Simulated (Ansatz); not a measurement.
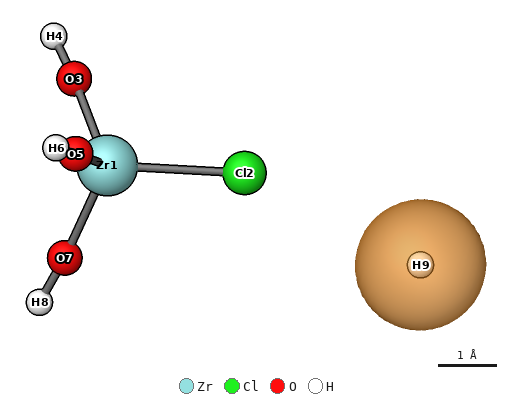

ClH3O3Zr···H (doublet). Isosurfaces of the spin density (α minus β) at +0.03 (orange) and −0.03 e/Å³ (purple), seen at an oblique angle.

Core potentials replace the inner electrons of Zr.

These are results of Ansatz, UKS PBE0/def2-SVP, not measurements.

```xyz
9

Zr   -0.0877   -0.0995    0.0125
Cl    0.1840    0.4474    2.3218
O     1.6366   -0.2849   -0.7889
H     2.4660   -0.3907   -1.2518
O    -1.0580    1.3035   -0.8478
H    -1.5372    1.9685   -1.3392
O    -1.0528   -1.7419   -0.1298
H    -1.5295   -2.5567   -0.2788
H    -0.1133   -0.2942    5.8094
```

Which atoms carry the spin?

Answer. The unpaired spin (1 electron) lies mostly on H9 (about 1.0), in electrons by Hirshfeld's partition. Only one sign reaches the isovalue.
